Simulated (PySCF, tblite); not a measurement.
# C₄H₁₀FNSi: geometry, infrared bands and NMR shifts

Wanted: the infrared bands and NMR shifts of C₄H₁₀FNSi (`N[Si@H](CF)C1CC1`), by calculation.

Computed with tblite 0.8.0 and PySCF 2.14.0, with density-fitted response routines of our own, on a single molecule in the gas phase. Atoms are numbered from 0 throughout.

## Step 1: The molecule as given

17 atoms, charge 0, multiplicity 1; geometry from: force field or distance geometry start.

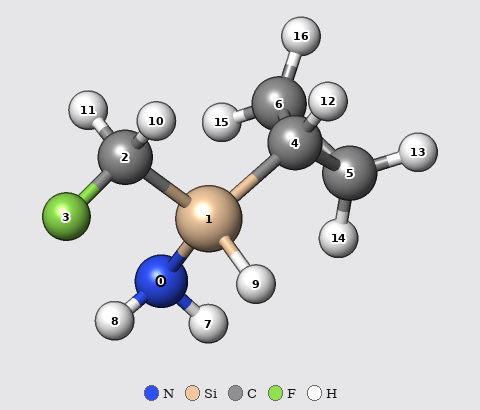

The starting geometry (nitrogen blue, silicon light orange, carbon grey, fluorine green, hydrogen white), atoms numbered.

## Step 2: Geometry optimisation with GFN2-xTB

What the job is given:

```
{"job": {"kind": "relax", "xc": "GFN2-xTB", "basis": "xTB"}, "charge": 0, "multiplicity": 1}
N      0.699200     1.526500    -0.862400
Si     0.758100     0.397000     0.404400
C      2.239200    -0.737900     0.284300
F      3.371800     0.019000     0.240400
C     -0.860800    -0.556600     0.512000
C     -2.163100     0.136400     0.179700
C     -1.597300    -0.885900    -0.768700
H      0.008200     2.244300    -0.623100
H      1.589500     2.012800    -0.905200
H      0.865600     1.230700     1.631400
H      2.297800    -1.411300     1.136400
H      2.197700    -1.338500    -0.630400
H     -0.881700    -1.287100     1.312200
H     -3.031700    -0.136200     0.756800
H     -2.169200     1.178600    -0.146000
H     -1.230100    -0.534600    -1.710000
H     -2.100300    -1.845100    -0.821800
```

Launch:

```
$ OMP_NUM_THREADS=1 python probes_run.py task.json out
```

The driver reads the jobs from task.json and runs them one after another.

**Question.** This job is followed by: GFN2-xTB harmonic vibrations, gas phase; GIAO PBE0/pcSseg-1 NMR shielding, non-relativistic, gas phase. What will the session give for the following? strongest single infrared mode (GFN2-xTB); zero-point energy (GFN2-xTB); 13C shifts against TMS (PBE0/pcSseg-1); 1H shifts against TMS (PBE0/pcSseg-1, means over atoms taken as alike); 15N shifts against NH3 (PBE0/pcSseg-1); 29Si shifts against TMS (PBE0/pcSseg-1); 19F shifts against CFCl3 (PBE0/pcSseg-1).

**Answer**, as computed:

| quantity | value |
| --- | --- |
| strongest single infrared mode (GFN2-xTB) | 2162 cm⁻¹, 350 km/mol |
| zero-point energy (GFN2-xTB) | 84.2 kcal/mol |
| 13C shifts against TMS (PBE0/pcSseg-1) | 81.9, 1.7, 1.4, -5.1 ppm |
| 1H shifts against TMS (PBE0/pcSseg-1, means over atoms taken as alike) | 5.33, 4.94, 4.84, 0.76, 0.64, 0.47, 0.15, -0.01, -0.58 ppm |
| 15N shifts against NH3 (PBE0/pcSseg-1) | 1.4 ppm |
| 29Si shifts against TMS (PBE0/pcSseg-1) | -22.7 ppm |
| 19F shifts against CFCl3 (PBE0/pcSseg-1) | -313.1 ppm |

In words: Relaxing lowered the energy by 0.307 eV in 56 steps; the close pair that moved most is Si1–C2, from 1.870 to 1.916 Å. All 45 modes are real, so the xTB geometry is a minimum. The strongest single mode, at 2162 cm⁻¹, moves mainly H9. Unscaled tight-binding wavenumbers are off by several per cent, some by more. Its intensities can rank the bands wrongly. At PBE0/pcSseg-1: Shielding is most anisotropic at C2 (span 114 ppm, paramagnetic term -146 ppm).
